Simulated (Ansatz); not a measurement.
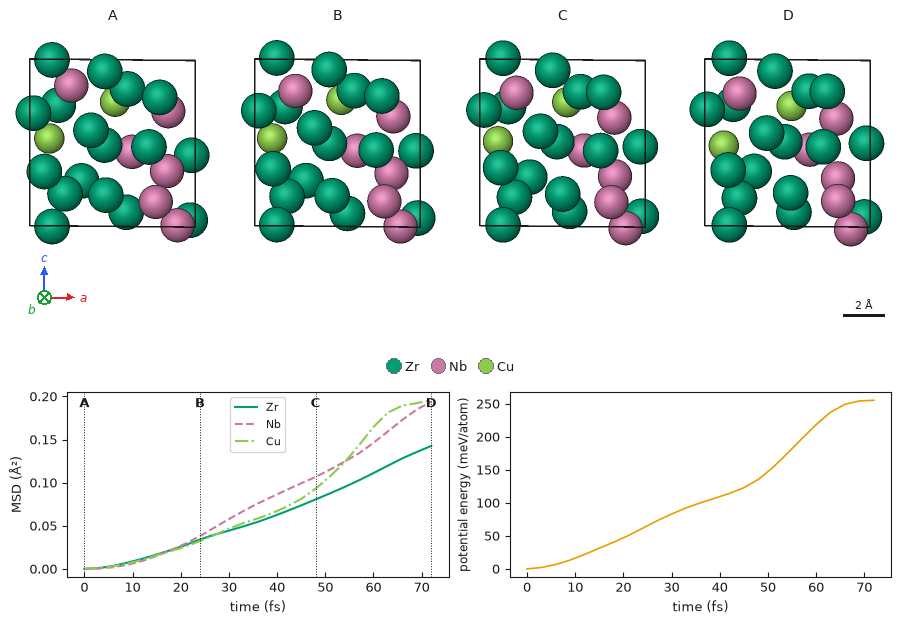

Molecular dynamics of an amorphous cell of composition Zr8Nb3Cu (24 atoms in the cell), 72 fs long. Frames (A at 0 fs, B at 24 fs, C at 48 fs, D at 72 fs) and the history of the run. The picture is a spheres-only view of the simulation cell, seen along the b axis.

All numbers below come from DFT PBE, scalar-relativistic, plane waves, PAW (Ansatz). Run with plane-wave cutoff 320 eV; k-point mesh 1 × 1 × 1; Fermi-Dirac smearing 0.278 eV; set temperature 3220 K; time step 3 fs.

Question: What do the frames and curves show?

Answer: The mean temperature in the second half is 2630 K (standard deviation 192 K). The potential energy is still drifting at the end, so the run hasn't reached equilibrium. The potential energy in the second half lies on average 178 meV per atom above the first frame. The mean pressure there is 4.4 GPa. In the second half of the run the atoms are, in the root-mean-square, this far from where they began (common drift taken out): Nb 0.36 Å, Cu 0.36 Å, Zr 0.31 Å. The run lasts only 72 fs, too short to tell vibration from diffusion.

Limits of the set-up: the k-point mesh is coarse for a cell with partly filled bands; the cutoff lies below the recommended one; the periodic images lie only 7.8 Å apart, so the values are limited by the cell's size.

The run took 2.2 min on 2 threads of Arm Neoverse V1, with other jobs on the host, peak memory 0.72 GiB.
